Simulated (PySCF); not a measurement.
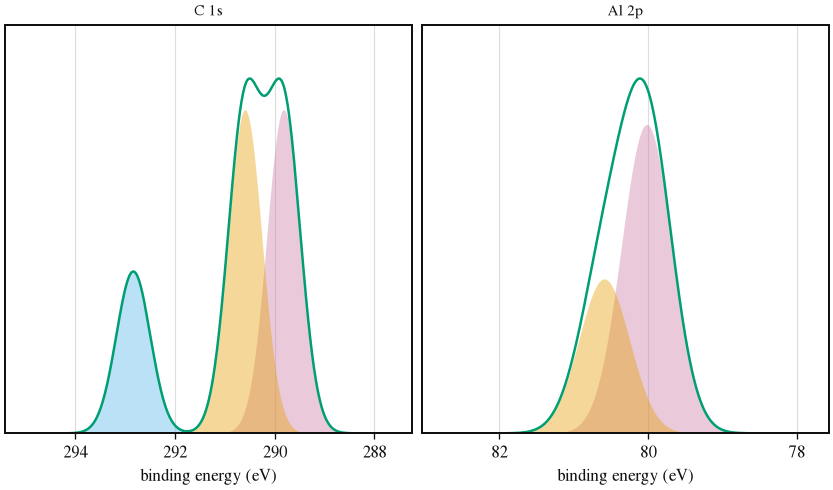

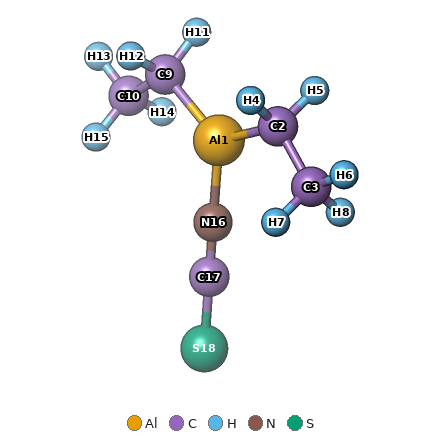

Simulated XPS of C₅H₁₀AlNS, singlet. Vertical core-electron binding energies by ΔSCF (SCAN, pcX-2 on the ionised atom (unc-x2c-TZVPall on a metal), pcseg-1 elsewhere, spin-free X2C; PySCF 2.14.0, at a PBE0-D3(BJ)/def2-SVP geometry (no frequency check)), gas phase, against the vacuum level. One atom of each kind was ionised; within a panel, areas follow the number of like atoms and 2j + 1 (2p levels are split by first-order spin-orbit coupling, an approximation), each panel is scaled alone, Gaussians of 0.8 eV full width. Only the regions named are shown. Lines closer than the width merge in the curve.

**Assign the components.**

```tsv
level	atoms	binding energy (eV)
C 1s	C17	292.8
C 1s	C3, C10	290.6
C 1s	C2, C9	289.8
Al 2p1/2	Al1	80.6
Al 2p3/2	Al1	80.0
```

**How large is the chemical shift across the C 1s region?**

3.0 eV, from C2, C9 at 289.8 eV to C17 at 292.8 eV.

Note: one conformer of a flexible molecule.
